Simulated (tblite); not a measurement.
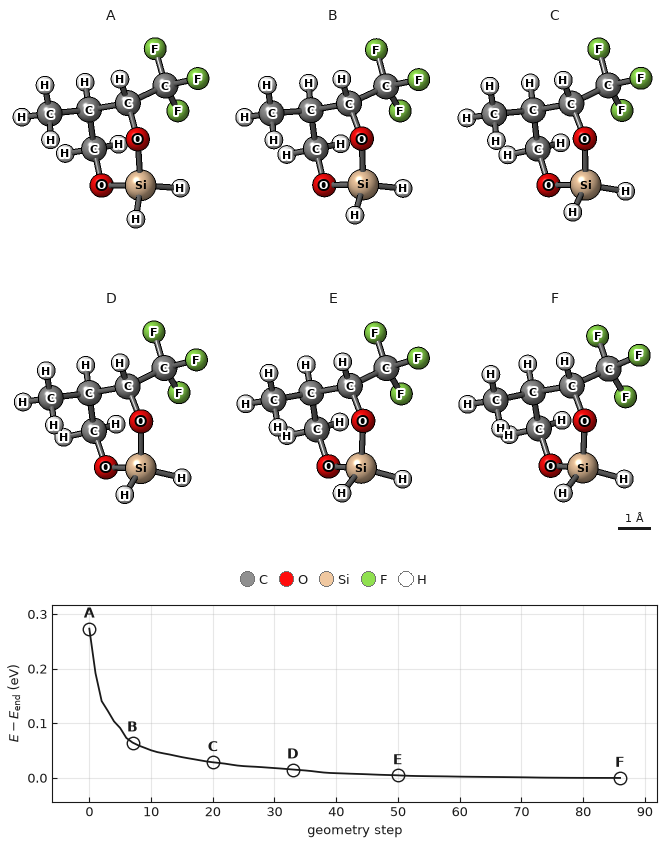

Frames of a relaxation of C5H9F3O2Si, marked on the history of the run. The picture is a ball-and-stick view, seen face on.

The calculation used tblite 0.8.0, GFN2-xTB geometry optimisation, gas phase. 

Question: Describe the path.

Answer: An H atom moves most after the best rigid fit: 0.61 Å. Largest moves by element: H 0.61 Å, F 0.28 Å, O 0.25 Å, C 0.15 Å, Si 0.07 Å. Near-neighbour distances that change, for instance: C–O 1.440 → 1.384 Å, O–Si 1.666 → 1.626 Å, H–Si 1.480 → 1.455 Å, C–C 1.558 → 1.539 Å. Among the angles between lasting bonds that change: O–Si–H 110.5° → 104.3°, H–Si–H 112.0° → 118.1°, C–O–Si 118.0° → 123.2°. Groups turn about O–Si by about 25°, O–Si by about 25°. After 86 geometry steps the energy has fallen by 0.274 eV. From step 0 to 7: an H atom moves most (0.16 Å), energy −0.209 eV. From step 7 to 20: an H atom moves most (0.17 Å), energy −0.036 eV. From step 20 to 33: an H atom moves most (0.18 Å), energy −0.013 eV. From step 33 to 50: an H atom moves most (0.16 Å), energy −0.011 eV. From step 50 to 86: an F atom moves most (0.17 Å), energy −0.005 eV.

```json
{"step": "0", "E − E(0), eV": "0.0000"}
{"step": "1", "E − E(0), eV": "-0.0816"}
{"step": "2", "E − E(0), eV": "-0.1328"}
{"step": "3", "E − E(0), eV": "-0.1507"}
{"step": "4", "E − E(0), eV": "-0.1699"}
{"step": "5", "E − E(0), eV": "-0.1821"}
{"step": "6", "E − E(0), eV": "-0.2003"}
{"step": "7", "E − E(0), eV": "-0.2087"}
{"step": "8", "E − E(0), eV": "-0.2142"}
{"step": "9", "E − E(0), eV": "-0.2184"}
{"step": "10", "E − E(0), eV": "-0.2229"}
{"step": "14", "E − E(0), eV": "-0.2330"}
{"step": "18", "E − E(0), eV": "-0.2414"}
{"step": "22", "E − E(0), eV": "-0.2474"}
{"step": "26", "E − E(0), eV": "-0.2525"}
{"step": "30", "E − E(0), eV": "-0.2555"}
{"step": "34", "E − E(0), eV": "-0.2590"}
{"step": "38", "E − E(0), eV": "-0.2636"}
{"step": "42", "E − E(0), eV": "-0.2657"}
{"step": "46", "E − E(0), eV": "-0.2673"}
{"step": "50", "E − E(0), eV": "-0.2688"}
{"step": "54", "E − E(0), eV": "-0.2702"}
{"step": "58", "E − E(0), eV": "-0.2707"}
{"step": "62", "E − E(0), eV": "-0.2714"}
{"step": "66", "E − E(0), eV": "-0.2719"}
{"step": "70", "E − E(0), eV": "-0.2723"}
{"step": "74", "E − E(0), eV": "-0.2730"}
{"step": "78", "E − E(0), eV": "-0.2733"}
{"step": "82", "E − E(0), eV": "-0.2735"}
{"step": "86", "E − E(0), eV": "-0.2735"}
```
